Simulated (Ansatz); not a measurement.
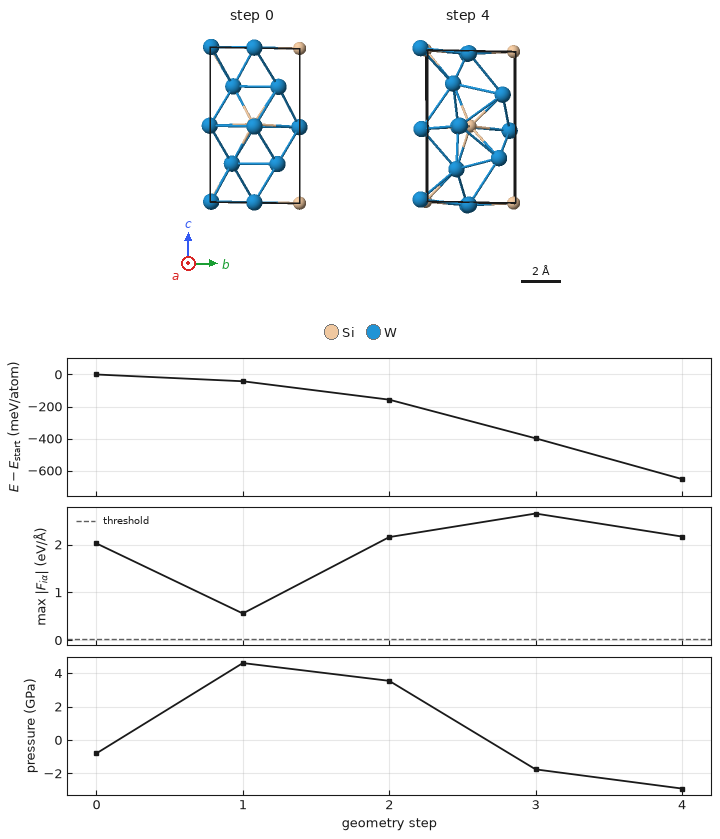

First and last geometry of a relaxation of solid SiW4 (a generated structure, set up in P1) (coarse preliminary run), with the history of the run. Style: ball-and-stick. Shown: the cell of the calculation, along the a axis.

Method: DFT PBE, scalar-relativistic, plane waves, PAW in Ansatz 0.2.0.

Input
```yaml
crystal:
  lattice:
    - [2.8938566652, -2.8582043834, -2.89166911]
    - [-2.832622087, -2.7908879265, 2.8855872314]
    - [-5.5952765032, 0.0551526997, -5.6460540923]
  atoms:
    - { symbol: Si, position: [0.5016226854, 0.4828646762, 0.5067967293] }
    - { symbol: Si, position: [1.0163690725, 0.9991914309, 0.0014857052] }
    - { symbol: W, position: [0.7391751656, 0.7635194837, 0.7512965578] }
    - { symbol: W, position: [0.2594214748, 0.2433888217, 0.2497115998] }
    - { symbol: W, position: [0.4853280577, 1.0124799726, 1.001918902] }
    - { symbol: W, position: [0.9968932972, 0.4960842792, 0.4926108954] }
    - { symbol: W, position: [1.0065349507, 0.4940185945, 0.001934666] }
    - { symbol: W, position: [0.4892787281, -0.0031536257, 0.4929032782] }
    - { symbol: W, position: [0.2471387272, 0.2596007556, 0.7493100533] }
    - { symbol: W, position: [0.7582378408, 0.7520056113, 0.2520316132] }
basis:
  ecutwfc: 420
kpoints:
  mp_grid: { grid: [6, 6, 4] }
hamiltonian:
  xc: pbe
scf:
  occupations: { method: gaussian, width: 0.2 }
  lower_state_search: "off"
output:
  forces: true
  stress: true
  eigenvalues: true
relax:
  adjacent_minimum: "off"
  f_tol: 0.025
  max_steps: 60
  cell: { stress_tol: 0.25 }
```

Launched with:
```bash
ansatz run input.yaml --threads 1 --pin off --max-ram 2560MiB --backend cpu --events-out ev --progress --plain --runs-dir out
```

Read the history and describe the run.

The run was cut off at its time limit before the relaxation converged, so the last structure is only a point on the way. W6 moves most relative to the cell: 0.60 Å roughly along [−1 −3 0]. Largest moves by element: W 0.60 Å, Si 0.06 Å. Cell: a 4.991 → 4.808 Å (−3.7 %), b 4.913 → 4.789 Å (−2.5 %), c 7.949 → 7.779 Å (−2.1 %), α 90.9° → 91.1°, β 90.0° → 89.3°, γ 110.4° → 108.1°. Volume −6.8 %. Some distances before and after: W3–W6 3.979 → 2.871 Å, W8–W10 3.909 → 2.841 Å, W4–W5 4.085 → 3.149 Å, W6–W10 3.896 → 2.978 Å. New bonds form, among them: W3–W6 (3.98 → 2.87 Å), W6–W10 (3.90 → 2.98 Å), W8–W10 (3.91 → 2.84 Å). The space group stays P1 (No. 1). After 4 geometry steps the energy has fallen by 653 meV per atom. The largest force component goes from 2 to 2.2 eV/Å. Pressure: −0.80 GPa at the start and −2.90 GPa at the end. The run took 9.6 min on 1 thread of Arm Neoverse V1, with other jobs on the host, peak memory 0.94 GiB.
